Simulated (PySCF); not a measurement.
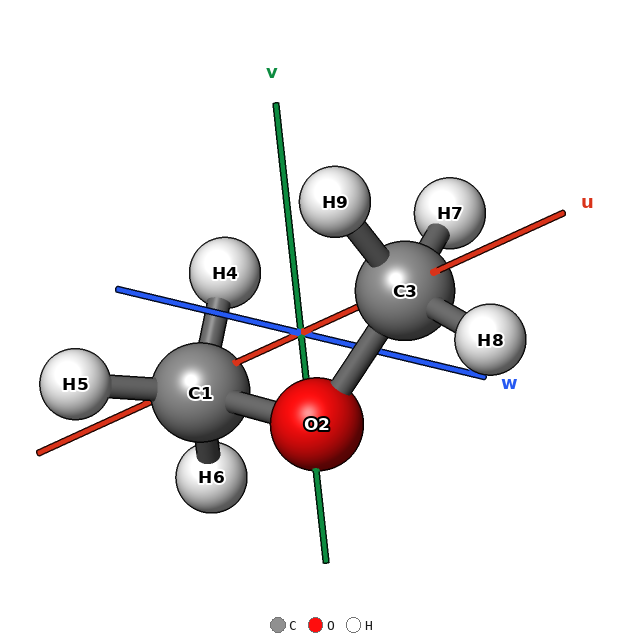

The lines u, v and w are the principal axes of the static dipole polarisability. Geometry: a frame of a GFN2-xTB molecular-dynamics simulation, not a minimum. Method: PBE0/def2-SVPD (PySCF 2.14.0).

Along which axis is the molecule most polarisable, and along which least?

Answer. Most along u, least along w.

Give the three principal values.

Answer. u 38.9, v 31.9, w 30.3 bohr³; mean 33.7, anisotropy 7.9 bohr³.
